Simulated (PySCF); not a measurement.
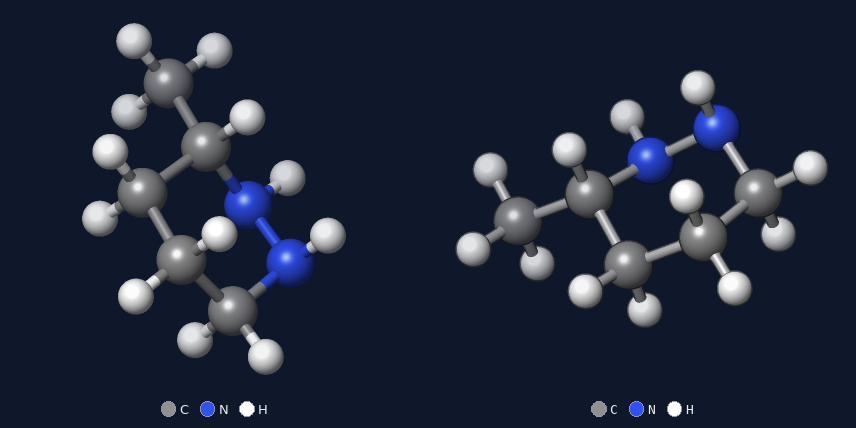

The same structure drawn twice, from different directions.

The geometry was computed by an optimisation with GFN2-xTB. No frequency run is at hand to confirm it as a minimum.

> Which formula does it have?

C₅H₁₂N₂, 19 atoms: 5 carbon, 12 hydrogen and 2 nitrogen.

> What is the point group of this geometry?

C1.

> Describe its rings.

Independent rings (smallest set): 1 of 6 members.

> Count the bonded pairs by element.

10 C–H, 4 C–C, 2 C–N, 2 N–H, 1 N–N.

More results for the same structure follow; atom numbers are the same in all pictures, views and colours differ.

Shape

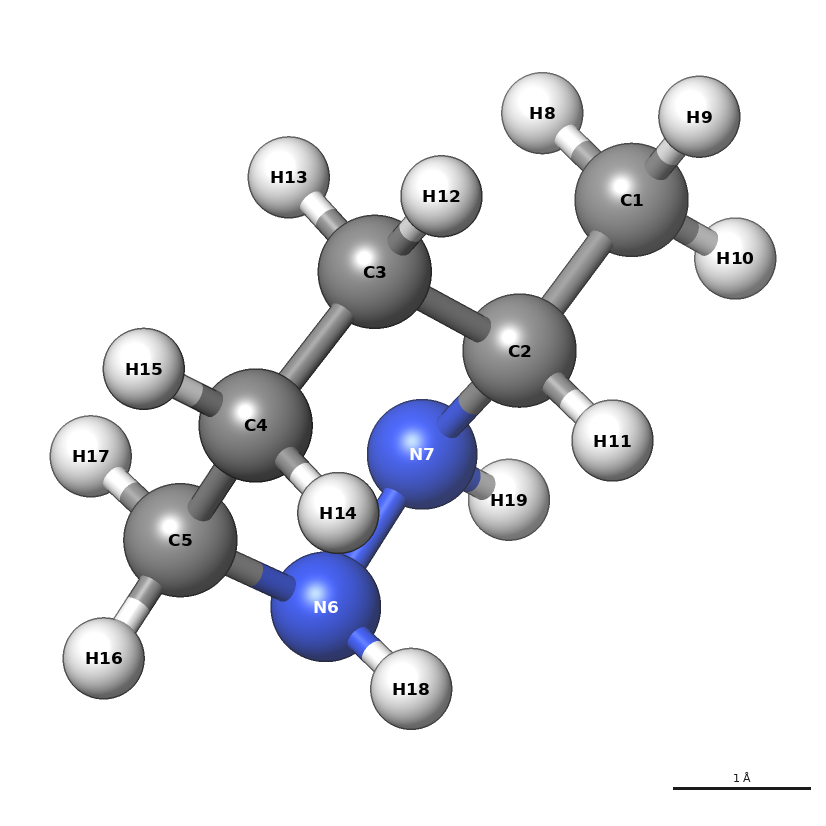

Numbered structure. No frequency run is at hand to confirm it as a minimum.

Give these bond angles: C1–C2–N7, C2–C1–H9, C3–C2–H11, C3–C4–C5, C3–C4–H14, C4–C3–H12, C4–C5–H16, C4–C5–H17, C5–C4–H15, C5–N6–N7, N6–C5–H16, N6–N7–H19.

| angle | degrees |
| --- | --- |
| C1–C2–N7 | 109.4 |
| C2–C1–H9 | 110.3 |
| C3–C2–H11 | 108.5 |
| C3–C4–C5 | 108.9 |
| C3–C4–H14 | 109.6 |
| C4–C3–H12 | 110.5 |
| C4–C5–H16 | 111.3 |
| C4–C5–H17 | 109.9 |
| C5–C4–H15 | 110.4 |
| C5–N6–N7 | 108.5 |
| N6–C5–H16 | 108.0 |
| N6–N7–H19 | 108.3 |

Dipole moment

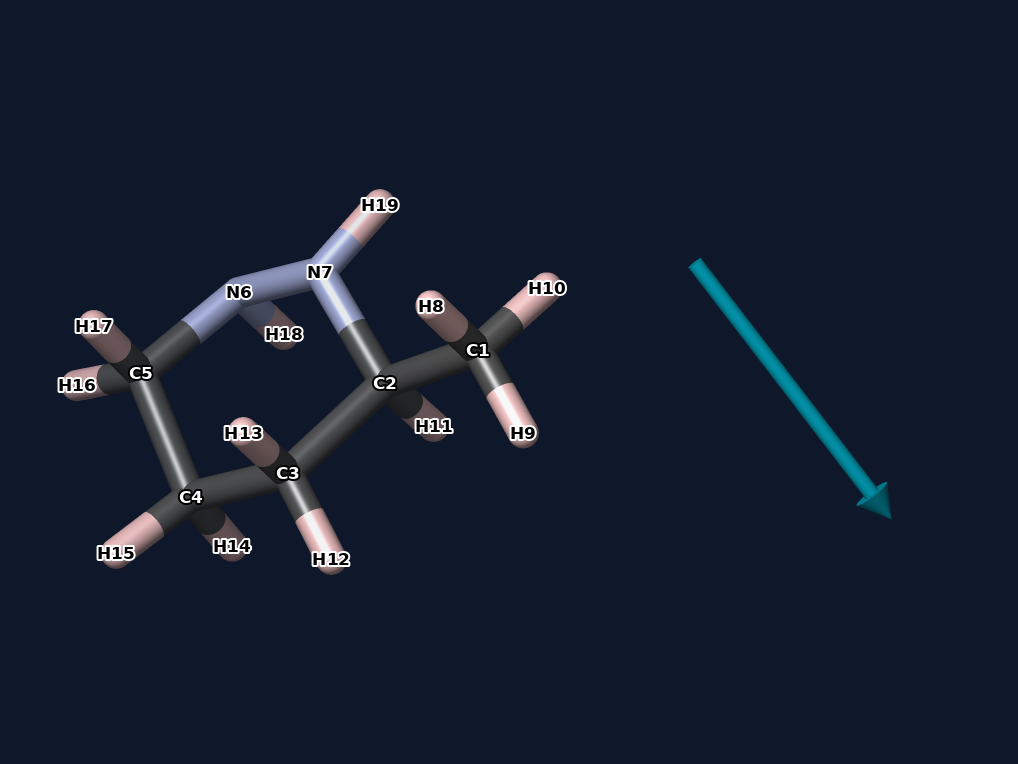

The arrow beside the molecule shows the direction of the dipole moment, from the negative to the positive end (its length means nothing). No frequency run is at hand to confirm it as a minimum. Level of theory: ωB97X-D/def2-SVPD, gas phase (PySCF 2.14.0).

> How large is the dipole moment?

1.84 D; it points from the side of H17 to the side of H9, H12 (the outermost atoms at the two ends).

Excitation

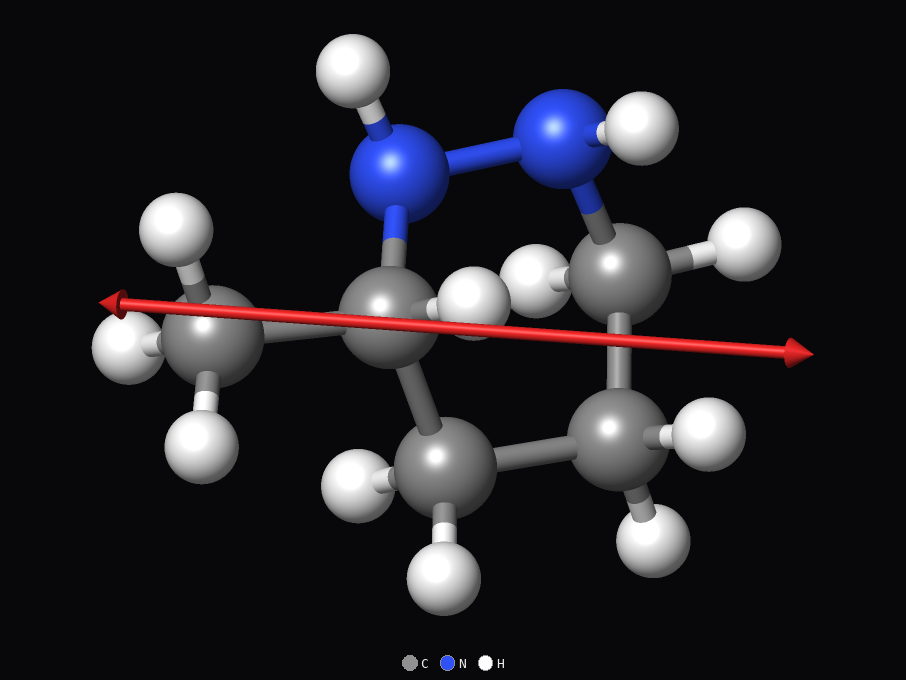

The double arrow shows the direction of the transition dipole to excited singlet state 4 (its length means nothing). No frequency run is at hand to confirm it as a minimum. Properties computed with TDDFT ωB97X-D/def2-SVPD, vertical, gas phase, core orbitals frozen in the response (PySCF 2.14.0).

> Give its energy, strength and character.

7.31 eV (170 nm), oscillator strength 0.050, of mixed character, with the largest part HOMO → LUMO+1 (weight 0.34); transition dipole 1.34 D.

Polarisability

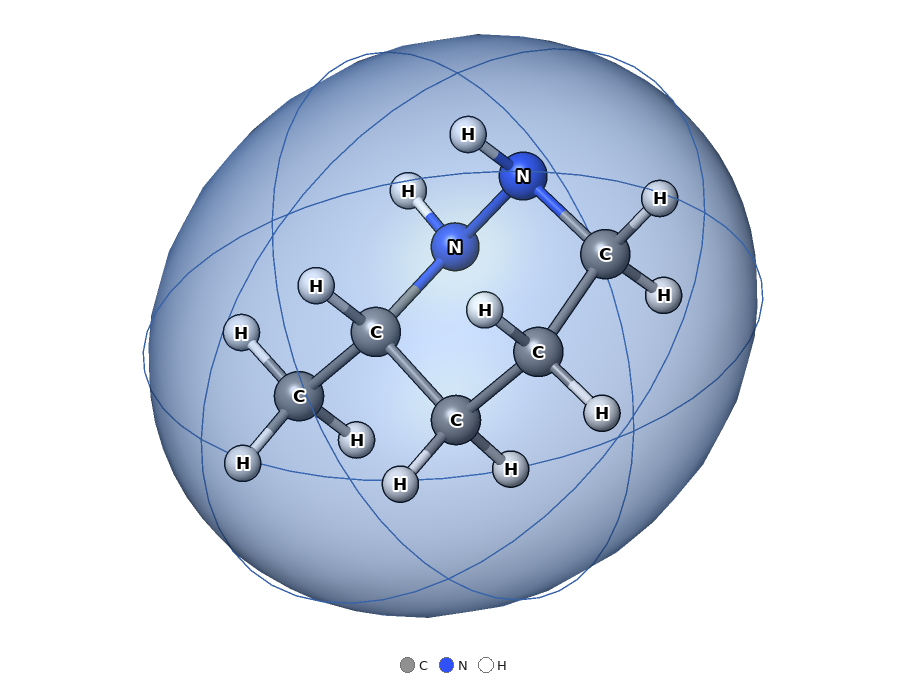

The ellipsoid shows the static dipole polarisability: its half-axes are proportional to the principal values. No frequency run is at hand to confirm it as a minimum. Level of theory: ωB97X-D/def2-SVPD (PySCF 2.14.0).

> How large and how anisotropic is the polarisability?

Principal values 67.3, 73.6, 84.7 bohr³; mean 75.2 bohr³ (11.14 Å³); anisotropy 15.2 bohr³, so the longest axis is 1.26 times the shortest.
